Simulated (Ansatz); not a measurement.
# CH8OSi2: molecular dynamics

The plan is to follow the molecule's vibrations and see whether its bonds hold. The start is relaxed first. Runs: 300 steps of 0.25 fs at constant energy, with velocities drawn for 1500 K. SMILES of the start: C[SiH2]O[SiH3].

Program: Ansatz 0.2.0. Level of theory: RKS PBE/def2-SVP. These are calculated values, not measurements.

## (1) Starting point

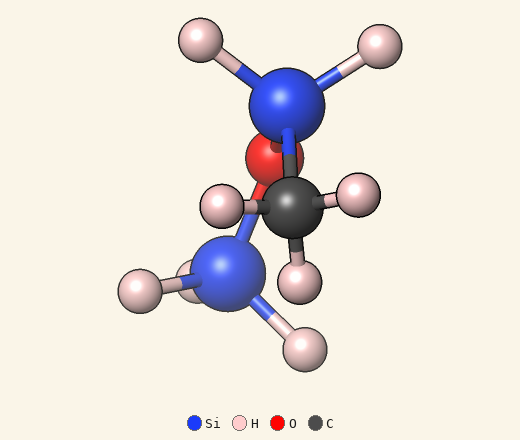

The starting structure, seen from a free direction (silicon blue, hydrogen pink, oxygen red, carbon dark grey).

Structure file:

```xyz
12

Si    0.0000    0.0000    0.0000
H     0.0000    0.0000    1.4600
H     1.3768    0.0000   -0.4862
O    -0.7913    1.3709   -0.5594
Si   -2.4002    1.4263   -1.0396
H    -3.2124    0.6421   -0.1138
H    -2.8620    2.8114   -1.0378
H    -2.5267    0.8736   -2.3850
C    -0.8808   -1.5259   -0.6227
H    -1.3804   -2.0377    0.2261
H    -1.6409   -1.2332   -1.3768
H    -0.1449   -2.2146   -1.0879
```

## (2) Preparing the start

Contents of input.yaml:

```yaml
crystal:
  periodic: [false, false, false]
  atoms:
    - { symbol: Si, position_ang: [0.0, 0.0, 0.0] }
    - { symbol: H, position_ang: [0.0, 0.0, 1.46] }
    - { symbol: H, position_ang: [1.3768, 0.0, -0.4862] }
    - { symbol: O, position_ang: [-0.7913, 1.3709, -0.5594] }
    - { symbol: Si, position_ang: [-2.4002, 1.4263, -1.0396] }
    - { symbol: H, position_ang: [-3.2124, 0.6421, -0.1138] }
    - { symbol: H, position_ang: [-2.862, 2.8114, -1.0378] }
    - { symbol: H, position_ang: [-2.5267, 0.8736, -2.385] }
    - { symbol: C, position_ang: [-0.8808, -1.5259, -0.6227] }
    - { symbol: H, position_ang: [-1.3804, -2.0377, 0.2261] }
    - { symbol: H, position_ang: [-1.6409, -1.2332, -1.3768] }
    - { symbol: H, position_ang: [-0.1449, -2.2146, -1.0879] }
basis:
  gaussian: { orbitals: def2-SVP }
hamiltonian:
  xc: pbe
relax:
  f_tol: 0.02
  max_steps: 40
output:
  orbitals: {}
```

On the command line:

```
$ ansatz run input.yaml --threads 2 --pin off --max-ram 3072MiB --backend cpu --events-out ev --progress --plain --runs-dir out
```

Standard output, cut to the lines that bear on the results:

```text
Warning: RAYON_NUM_THREADS=2 ignored (pool sized by the plan → 2); use --threads N
[...]
Functional definition: PBE
[...]
1157 factors; their error is unknown
[...]
mean field -18951.70268584 eV, -696.4622277793 hartree, gradient 2.1e-5 eV, S^2 0.000000; 0 other end points of the search recorded, 0 dependent functions left out
[...]
reference -18951.70272497 eV, -696.4622292172 hartree; 25, 25 occupied and 79, 79 virtual orbitals, 1157 factors
relax step   1: F+E_penalty+E_count = -18951.70268584 eV  Δ(F+E_penalty+E_count) = +0.000e0 eV  max|allowed force component| = 8.831e-1 eV/Å  Δτ_max = 0.0000 Å  (26 SCF iters, accepted)
[...]
relax step   6: F+E_penalty+E_count = -18951.97179314 eV  Δ(F+E_penalty+E_count) = -2.902e-2 eV  max|allowed force component| = 1.461e-1 eV/Å  Δτ_max = 0.2000 Å  (28 SCF iters, accepted)
[...]
relax step  11: F+E_penalty+E_count = -18951.97336423 eV  Δ(F+E_penalty+E_count) = +3.262e-3 eV  max|allowed force component| = 1.911e-1 eV/Å  Δτ_max = 0.1914 Å  (26 SCF iters, rejected (line search))
[...]
relax step  16: F+E_penalty+E_count = -18951.98268072 eV  Δ(F+E_penalty+E_count) = -1.183e-3 eV  max|allowed force component| = 1.258e-1 eV/Å  Δτ_max = 0.1418 Å  (27 SCF iters, accepted)
[...]
relax step  19: F+E_penalty+E_count = -18951.98721033 eV  Δ(F+E_penalty+E_count) = -1.084e-3 eV  max|allowed force component| = 1.242e-1 eV/Å  Δτ_max = 0.1792 Å  (26 SCF iters, accepted)
relax step  20: F+E_penalty+E_count = -18951.98875043 eV  Δ(F+E_penalty+E_count) = -1.540e-3 eV  max|allowed force component| = 3.927e-2 eV/Å  Δτ_max = 0.0090 Å  (29 SCF iters, accepted)
```

## (3) The log goes on: start relaxed

Output, continued, cut to the lines that bear on the results:

```text
relax step  21: F+E_penalty+E_count = -18951.99024397 eV  Δ(F+E_penalty+E_count) = -1.494e-3 eV  max|allowed force component| = 3.170e-2 eV/Å  Δτ_max = 0.0644 Å  (28 SCF iters, accepted)
[...]
relax step  24: F+E_penalty+E_count = -18951.99281089 eV  Δ(F+E_penalty+E_count) = -9.526e-4 eV  max|allowed force component| = 4.082e-2 eV/Å  Δτ_max = 0.0629 Å  (28 SCF iters, accepted)
[...]
relax step  27: F+E_penalty+E_count = -18951.99395713 eV  Δ(F+E_penalty+E_count) = -4.056e-4 eV  max|allowed force component| = 3.764e-2 eV/Å  Δτ_max = 0.0142 Å  (23 SCF iters, accepted)
[...]
relax step  30: F+E_penalty+E_count = -18951.99490252 eV  Δ(F+E_penalty+E_count) = -1.538e-4 eV  max|allowed force component| = 2.716e-2 eV/Å  Δτ_max = 0.0374 Å  (29 SCF iters, accepted)
[...]
Atom 2 at     1.186138     0.296960    -0.233322 Å, force    -0.003011    -0.001522     0.000290 eV/Å
Atom 3 at    -1.210430     0.905150    -0.939735 Å, force    -0.017221     0.001144     0.011036 eV/Å
Atom 4 at    -2.628794     1.785730    -0.882688 Å, force     0.017501    -0.003671    -0.012263 eV/Å
Atom 5 at    -3.087697     1.969504     0.541922 Å, force     0.001766    -0.001234    -0.006252 eV/Å
Atom 6 at    -2.391715     3.131574    -1.507248 Å, force    -0.000407    -0.001386     0.006481 eV/Å
Atom 7 at    -3.710080     1.076789    -1.653820 Å, force    -0.001254     0.000159     0.004739 eV/Å
Atom 8 at    -0.416484    -1.907746    -0.795490 Å, force     0.004362    -0.001011    -0.007024 eV/Å
Atom 9 at    -1.453119    -2.284947    -0.680361 Å, force     0.009903     0.003869    -0.000288 eV/Å
Atom 10 at    -0.157691    -1.928272    -1.873930 Å, force    -0.003315    -0.000540     0.013543 eV/Å
Atom 11 at     0.264797    -2.606029    -0.265317 Å, force    -0.007018     0.005750    -0.004534 eV/Å
Dipole moment:    -0.031244    -0.185086     0.022115 e Å
```

It took 53 s on 2 threads of Arm Neoverse V2, shared host; peak memory 0.14 GiB.

Relaxation path, one in 2:

```
step  energy from step 1 (eV)  largest force component (eV/Å)
   1                   0.0000                          0.8831
   3                  -0.1857                          0.2638
   5                  -0.2401                          0.5320
   7                  -0.2724                          0.0546
   9                  -0.2732                          0.0335
 11x                  -0.2707                          0.1911
  13                  -0.2754                          0.0947
  15                  -0.2788                          0.0676
  17                  -0.2816                          0.0870
  19                  -0.2845                          0.1242
  21                  -0.2876                          0.0317
 23x                  -0.2890                          0.1169
  25                  -0.2906                          0.0607
  27                  -0.2913                          0.0376
  29                  -0.2921                          0.0166
  31                  -0.2923                          0.0212
  32                  -0.2924                          0.0175
```

Step 1 is the start. 2 steps were tried and not accepted (11, 23; marked x where the table lists them).

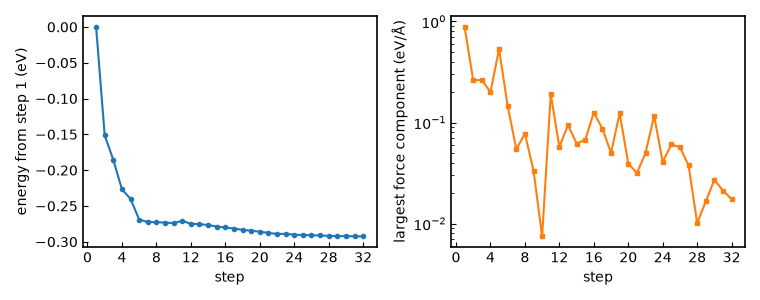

How energy and force went from step to step.

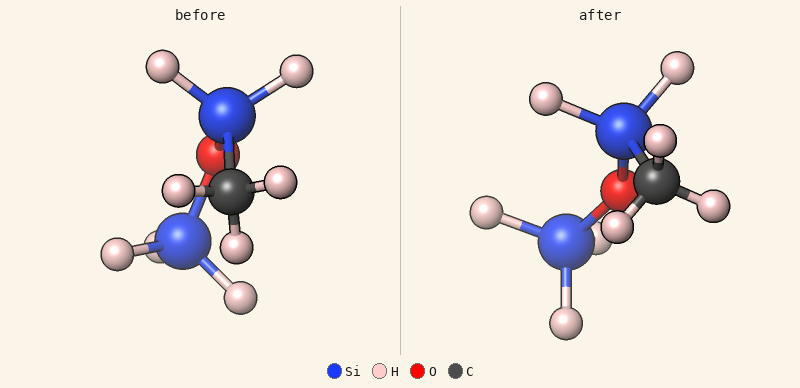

Before and after, at one scale.

After: Bond lengths: Si1–H2 1.509 Å, Si1–H3 1.504 Å, Si1–O4 1.680 Å, O4–Si5 1.670 Å, Si5–H6 1.508 Å, Si5–H7 1.503 Å, Si5–H8 1.505 Å, Si1–C9 1.880 Å, C9–H10 1.109 Å, C9–H11 1.109 Å, C9–H12 1.110 Å. Angles (14 of 19 angles, heavy atoms first): O4–Si1–C9 110.5°, Si1–O4–Si5 144.4°, H2–Si1–O4 109.2°, H2–Si1–C9 110.3°, H3–Si1–O4 107.6°, H3–Si1–C9 110.2°, O4–Si5–H6 110.8°, O4–Si5–H7 108.9°, O4–Si5–H8 110.1°, Si1–C9–H10 111.4°, Si1–C9–H11 110.9°, Si1–C9–H12 110.1°, H2–Si1–H3 109.0°, H6–Si5–H7 109.4°.

## (4) The run

300 steps of 0.25 fs at constant energy, with velocities drawn for 1500 K, from the relaxed start. H is given a mass of 2.014 u.

Contents of input.yaml:

```yaml
crystal:
  periodic: [false, false, false]
  atoms:
    - { symbol: Si, position_ang: [-0.23647, -0.172375, -0.096232] }
    - { symbol: H, position_ang: [-0.621256, -0.153438, 1.363122] }
    - { symbol: H, position_ang: [1.186138, 0.29696, -0.233322] }
    - { symbol: O, position_ang: [-1.21043, 0.90515, -0.939735] }
    - { symbol: Si, position_ang: [-2.628794, 1.78573, -0.882688] }
    - { symbol: H, position_ang: [-3.087697, 1.969504, 0.541922] }
    - { symbol: H, position_ang: [-2.391715, 3.131574, -1.507248] }
    - { symbol: H, position_ang: [-3.71008, 1.076789, -1.65382] }
    - { symbol: C, position_ang: [-0.416484, -1.907746, -0.79549] }
    - { symbol: H, position_ang: [-1.453119, -2.284947, -0.680361] }
    - { symbol: H, position_ang: [-0.157691, -1.928272, -1.87393] }
    - { symbol: H, position_ang: [0.264797, -2.606029, -0.265317] }
basis:
  gaussian: { orbitals: def2-SVP }
hamiltonian:
  xc: pbe
md:
  timestep: 0.25
  n_steps: 300
  ensemble: nve
  temperature: 1500.0
  initial_velocities: maxwell_boltzmann
  seed: 278383
  masses: [{ species: H, mass: 2.014 }]
```

On the command line:

```
$ ansatz run input.yaml --threads 2 --pin off --max-ram 3072MiB --backend cpu --events-out ev --progress --plain --runs-dir out
```

Standard output, cut to the lines that bear on the results:

```text
Warning: RAYON_NUM_THREADS=2 ignored (pool sized by the plan → 2); use --threads N
[...]
[... 1 set-up line as earlier in the session ...]
[...]
1157 factors; their error is unknown
[...]
mean field -18951.99509818 eV, -696.4729737346 hartree, gradient 2.0e-5 eV, S^2 0.000000; 0 other end points of the search recorded, 0 dependent functions left out
[...]
reference -18951.99514010 eV, -696.4729752750 hartree; 25, 25 occupied and 79, 79 virtual orbitals, 1157 factors
md step     0: t =     0.00 fs  T =  1500.0 K  F+E_penalty+E_count = -18951.99509818 eV  E_kin = 1.938900 eV  conserved = -18950.05619820 eV  (25 SCF iters)
[...]
md step    20: t =     5.00 fs  T =  1035.1 K  F+E_penalty+E_count = -18951.39336188 eV  E_kin = 1.337909 eV  conserved = -18950.05545242 eV  (30 SCF iters)
[...]
md step    40: t =    10.00 fs  T =   744.4 K  F+E_penalty+E_count = -18951.01725141 eV  E_kin = 0.962185 eV  conserved = -18950.05506630 eV  (30 SCF iters)
[...]
md step    60: t =    15.00 fs  T =   756.7 K  F+E_penalty+E_count = -18951.03370959 eV  E_kin = 0.978146 eV  conserved = -18950.05556325 eV  (30 SCF iters)
[...]
md step    79: t =    19.75 fs  T =   630.9 K  F+E_penalty+E_count = -18950.87039353 eV  E_kin = 0.815505 eV  conserved = -18950.05488863 eV  (30 SCF iters)
md step    80: t =    20.00 fs  T =   675.4 K  F+E_penalty+E_count = -18950.92809324 eV  E_kin = 0.873011 eV  conserved = -18950.05508238 eV  (30 SCF iters)
```

## (5) The log goes on: dynamics from the start

Output, continued, cut to the lines that bear on the results:

```text
md step    81: t =    20.25 fs  T =   724.2 K  F+E_penalty+E_count = -18950.99137591 eV  E_kin = 0.936086 eV  conserved = -18950.05529007 eV  (30 SCF iters)
[...]
md step   107: t =    26.75 fs  T =   554.3 K  F+E_penalty+E_count = -18950.77126802 eV  E_kin = 0.716495 eV  conserved = -18950.05477308 eV  (27 SCF iters)
[...]
md step   133: t =    33.25 fs  T =   944.4 K  F+E_penalty+E_count = -18951.27634733 eV  E_kin = 1.220776 eV  conserved = -18950.05557085 eV  (29 SCF iters)
[...]
md step   159: t =    39.75 fs  T =   826.7 K  F+E_penalty+E_count = -18951.12397661 eV  E_kin = 1.068601 eV  conserved = -18950.05537551 eV  (31 SCF iters)
[...]
md step   184: t =    46.00 fs  T =   910.4 K  F+E_penalty+E_count = -18951.23215475 eV  E_kin = 1.176749 eV  conserved = -18950.05540607 eV  (31 SCF iters)
md step   185: t =    46.25 fs  T =   926.6 K  F+E_penalty+E_count = -18951.25323535 eV  E_kin = 1.197775 eV  conserved = -18950.05546085 eV  (31 SCF iters)
```

## (6) The output, continued: dynamics from the start

The log, continued, cut to the lines that bear on the results:

```text
md step   186: t =    46.50 fs  T =   940.8 K  F+E_penalty+E_count = -18951.27159036 eV  E_kin = 1.216075 eV  conserved = -18950.05551544 eV  (31 SCF iters)
[...]
md step   206: t =    51.50 fs  T =   860.6 K  F+E_penalty+E_count = -18951.16753566 eV  E_kin = 1.112438 eV  conserved = -18950.05509814 eV  (31 SCF iters)
[...]
md step   226: t =    56.50 fs  T =   892.0 K  F+E_penalty+E_count = -18951.20836355 eV  E_kin = 1.152981 eV  conserved = -18950.05538280 eV  (31 SCF iters)
[...]
md step   246: t =    61.50 fs  T =   770.7 K  F+E_penalty+E_count = -18951.05143055 eV  E_kin = 0.996260 eV  conserved = -18950.05517057 eV  (31 SCF iters)
[...]
md step   298: t =    74.50 fs  T =   770.9 K  F+E_penalty+E_count = -18951.05162691 eV  E_kin = 0.996530 eV  conserved = -18950.05509729 eV  (30 SCF iters)
[...]
Atom 2 at     0.414639     0.592455    -1.357409 Å, force     0.857980    -0.116957    -0.309512 eV/Å
Atom 3 at    -1.475783     0.875150    -0.053021 Å, force    -1.361434     0.151161     0.875003 eV/Å
Atom 4 at    -2.571118     1.728092    -1.017768 Å, force     0.626208    -0.536915    -0.273871 eV/Å
Atom 5 at    -3.530666     2.664645    -0.297437 Å, force     0.393969    -0.270682     0.073693 eV/Å
Atom 6 at    -1.654753     2.489331    -1.965077 Å, force    -0.446465     0.070389     0.002113 eV/Å
Atom 7 at    -3.410212     0.703400    -1.784915 Å, force     0.114863     0.344251     0.125360 eV/Å
Atom 8 at    -0.512118    -1.851080    -0.840649 Å, force    -0.041216    -1.515797    -1.869019 eV/Å
Atom 9 at    -1.499646    -1.600934    -1.504293 Å, force     1.889968    -1.181764     1.207999 eV/Å
Atom 10 at     0.413211    -1.986036    -1.621300 Å, force    -2.000355     0.040157     1.455352 eV/Å
Atom 11 at    -0.559080    -2.843907    -0.174178 Å, force    -0.248882     2.082883    -1.247085 eV/Å
Dipole moment:    -0.048204    -0.190226    -0.073156 e Å
```

Run time: 7.8 min. Hardware: 2 threads of Arm Neoverse V2, shared host; peak memory 0.13 GiB.

## (7) Frames and traces

The trajectory, every 16 steps (energies from step 0):

| time (fs) | T (K) | potential energy change (meV/atom) | total energy change (meV/atom) |
| --- | --- | --- | --- |
| 0.0 | 1500 | 0.0 | 0.00 |
| 4.0 | 962 | 58.0 | 0.12 |
| 8.0 | 996 | 54.3 | 0.06 |
| 12.0 | 625 | 94.3 | 0.10 |
| 16.0 | 760 | 79.7 | 0.03 |
| 20.0 | 675 | 88.9 | 0.09 |
| 24.0 | 858 | 69.2 | 0.06 |
| 28.0 | 624 | 94.5 | 0.11 |
| 32.0 | 1083 | 44.9 | 0.01 |
| 36.0 | 728 | 83.3 | 0.09 |
| 40.0 | 816 | 73.7 | 0.07 |
| 44.0 | 771 | 78.6 | 0.09 |
| 48.0 | 954 | 58.9 | 0.04 |
| 52.0 | 912 | 63.4 | 0.07 |
| 56.0 | 960 | 58.2 | 0.06 |
| 60.0 | 617 | 95.2 | 0.11 |
| 64.0 | 1029 | 50.8 | 0.04 |
| 68.0 | 918 | 62.7 | 0.08 |
| 72.0 | 894 | 65.3 | 0.07 |
| 75.0 | 767 | 79.1 | 0.09 |

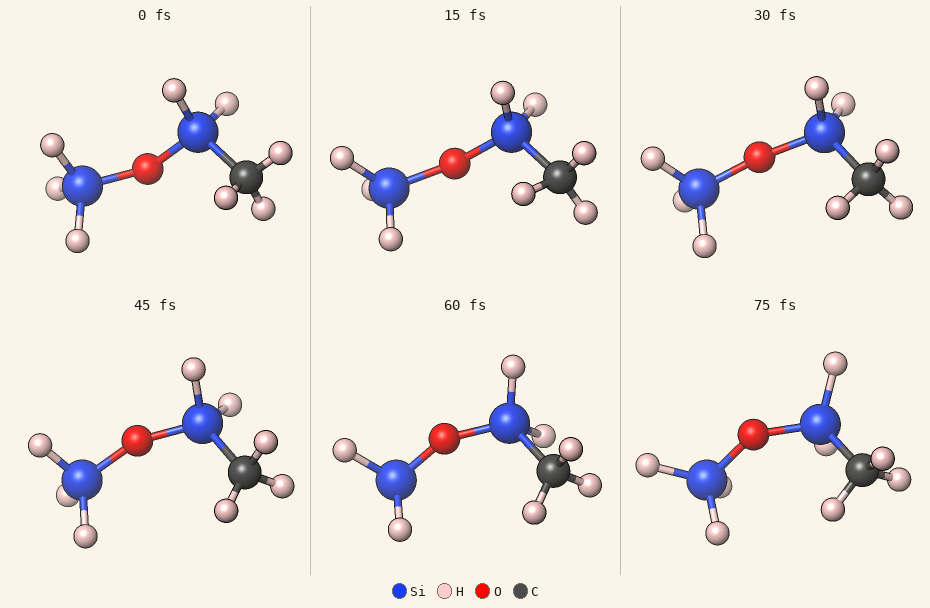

Six frames of the run, seen from a chosen angle. Sticks join atoms within a bonding distance in each frame.

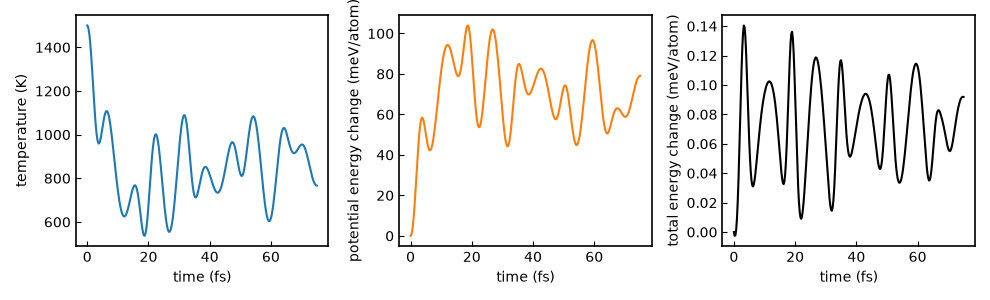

Time series of the run, each on its own scale.

## (8) Positions and forces

Positions (Å) and forces (eV/Å):

```xyz
12
time_fs=9.5 T=803 dE=0.9023
Si   -0.195   -0.206   -0.115    0.771    0.384    0.406
H    -0.486   -0.450    1.421    0.089    0.370   -1.022
H     1.163    0.409   -0.350    0.031   -0.064    0.291
O    -1.197    0.934   -0.852   -1.469    0.331    0.554
Si   -2.684    1.826   -0.898    0.700   -0.980   -0.147
H    -3.426    2.197    0.377    0.518   -0.189    0.110
H    -2.268    3.115   -1.543   -0.245   -0.049   -0.200
H    -3.740    0.966   -1.613    0.455    0.418   -0.066
C    -0.338   -1.921   -0.836   -1.953   -2.119    2.244
H    -1.539   -1.917   -0.653    2.013   -0.703   -0.479
H    -0.176   -2.261   -1.884    0.163    0.441    0.225
H     0.106   -2.785   -0.046   -1.073    2.159   -1.916
12
time_fs=18.8 T=536 dE=1.2472
Si   -0.142   -0.229   -0.131    1.317    1.806   -2.113
H    -0.342   -0.617    1.238   -0.322    0.247    1.453
H     1.262    0.519   -0.369   -1.177   -0.780    0.319
O    -1.247    0.972   -0.739   -0.234   -0.790    0.897
Si   -2.715    1.842   -0.917    1.280    0.068    0.344
H    -3.558    2.342    0.273    0.659   -0.320   -0.031
H    -2.247    3.080   -1.649   -0.323   -0.160   -0.059
H    -3.652    0.968   -1.630   -0.423   -0.286   -0.571
C    -0.353   -1.977   -0.820    0.873    3.613   -3.438
H    -1.377   -1.867   -0.739   -3.499   -0.304   -0.124
H    -0.129   -2.396   -1.803    0.282    0.329   -0.512
H    -0.127   -2.638   -0.117    1.567   -3.424    3.836
12
time_fs=28.0 T=624 dE=1.1336
Si   -0.076   -0.214   -0.183   -3.928   -0.548    1.829
H    -0.279   -0.626    1.353    0.204    0.765   -1.024
H     1.142    0.456   -0.306    2.017    0.884   -0.531
O    -1.311    0.975   -0.583    0.760   -0.875    0.299
Si   -2.713    1.850   -0.933    0.554   -1.407   -1.224
H    -3.471    2.384    0.208   -0.142    0.018    0.656
H    -2.336    3.008   -1.795    0.085    0.210   -0.085
H    -3.646    0.937   -1.797    0.388    0.495    0.557
C    -0.396   -1.972   -0.837   -1.778   -1.881    0.679
H    -1.620   -2.010   -0.923    2.546    0.016    0.136
H     0.016   -2.390   -1.829   -0.363    0.543    1.193
H    -0.165   -2.739    0.120   -0.342    1.780   -2.485
12
time_fs=37.5 T=824 dE=0.8746
Si   -0.088   -0.197   -0.201   -0.005    0.945   -0.358
H    -0.150   -0.374    1.232    0.199   -0.184    1.221
H     1.411    0.522   -0.409   -1.752   -1.006   -0.292
O    -1.346    0.937   -0.411   -0.200    0.272   -0.934
Si   -2.690    1.827   -0.974    1.175    0.425    0.995
H    -3.373    2.390    0.300    0.214   -0.302   -0.719
H    -2.400    2.982   -1.944    0.310   -0.214    0.490
H    -3.562    1.021   -1.819   -0.645   -0.748   -0.210
C    -0.498   -1.987   -0.853    1.539    1.867    1.287
H    -1.501   -2.183   -1.120   -1.848   -0.117   -0.247
H     0.126   -2.263   -1.657    1.112   -0.510   -1.698
H    -0.175   -2.602   -0.010   -0.099   -0.430    0.466
12
time_fs=47.0 T=960 dE=0.6980
Si   -0.114   -0.162   -0.208   -1.923   -1.253    2.198
H     0.067   -0.153    1.359    0.036   -0.401   -0.935
H     1.156    0.277   -0.668    1.344    0.668   -1.009
O    -1.387    0.910   -0.286   -0.316    0.708   -1.310
Si   -2.639    1.803   -0.998   -0.045   -1.418   -0.165
H    -3.247    2.323    0.213   -0.733    0.528    0.535
H    -2.328    2.909   -1.940    0.513    0.237   -0.132
H    -3.622    0.918   -1.825    0.514    0.278    0.524
C    -0.528   -1.935   -0.879    1.236   -0.149   -0.997
H    -1.552   -2.266   -1.267    0.973    0.659    0.424
H     0.299   -2.179   -1.672   -1.345    0.308    0.796
H    -0.233   -2.590   -0.032   -0.255   -0.166    0.071
12
time_fs=56.2 T=927 dE=0.7415
Si   -0.169   -0.150   -0.173    1.712   -0.128   -1.441
H     0.295   -0.092    1.257   -0.003   -0.212   -0.102
H     1.077    0.172   -1.188   -1.116    0.379    1.174
O    -1.438    0.913   -0.225    0.915   -0.479    0.045
Si   -2.591    1.754   -1.016   -1.190    1.572    0.803
H    -3.330    2.397    0.188    0.113   -0.049   -0.783
H    -2.078    2.871   -1.935   -0.047   -0.504    0.185
H    -3.555    0.855   -1.694   -0.136   -0.221   -0.407
C    -0.486   -1.863   -0.904   -1.828   -2.435    1.702
H    -1.514   -2.169   -1.371    1.288    0.844    0.667
H     0.278   -2.067   -1.667    0.247   -0.157   -0.049
H    -0.387   -2.666   -0.005    0.044    1.390   -1.795
12
time_fs=65.5 T=985 dE=0.6667
Si   -0.191   -0.148   -0.171    1.855   -0.136   -1.763
H     0.553   -0.116    1.127   -0.151    0.017    0.138
H     0.738    0.255   -1.363   -0.146    0.500    0.847
O    -1.452    0.900   -0.163   -0.121   -0.204    0.943
Si   -2.573    1.738   -1.017   -0.675    0.090   -0.106
H    -3.418    2.493   -0.051   -0.117    0.236    0.109
H    -1.827    2.688   -1.898   -0.171    0.051   -0.349
H    -3.502    0.742   -1.683    0.169    0.254   -0.260
C    -0.488   -1.858   -0.876    1.109    2.405   -0.844
H    -1.398   -1.888   -1.391   -2.194   -0.103   -1.118
H     0.287   -1.998   -1.636    0.387   -0.157   -0.112
H    -0.460   -2.605   -0.189    0.055   -2.952    2.514
12
time_fs=75.0 T=767 dE=0.9492
Si   -0.166   -0.149   -0.207    0.752    0.834    0.466
H     0.743   -0.136    1.049   -0.537    0.099   -0.506
H     0.415    0.593   -1.357    0.858   -0.117   -0.309
O    -1.476    0.875   -0.053   -1.361    0.151    0.875
Si   -2.571    1.728   -1.018    0.626   -0.537   -0.274
H    -3.531    2.665   -0.297    0.394   -0.271    0.074
H    -1.655    2.489   -1.965   -0.447    0.070    0.002
H    -3.410    0.703   -1.785    0.115    0.344    0.125
C    -0.512   -1.851   -0.841   -0.041   -1.516   -1.869
H    -1.500   -1.601   -1.504    1.890   -1.182    1.208
H     0.413   -1.986   -1.621   -2.000    0.040    1.455
H    -0.559   -2.844   -0.174   -0.249    2.083   -1.247
```

## (9) Outcome

| quantity | value |
| --- | --- |
| relaxation of the start | 29 moves, 0.292 eV lower |
| length | 300 steps of 0.25 fs |
| temperature, first and last step | 1500 and 767 K |
| temperature, second half | mean 868 K, from 603 to 1084 K |
| potential energy, second half | +68 meV/atom from the start |
| largest change of the total energy | 0.14 meV/atom |
| bonds formed or broken | 0 |

In words: The temperature starts at 1500 K and averages 868 K in the second half, where it ranges from 603 to 1084 K. About half is expected from a start at a minimum: kinetic energy passes into potential energy until both shares match. The total energy strays from its start by at most 0.14 meV/atom, 0.2 % of the mean kinetic energy, so a step of 0.25 fs is short enough over this time. The bonding pattern survives the run. Averages from a run of 75 fs with 12 atoms are rough. The nuclei move classically, without zero-point motion, which matters most for hydrogen.
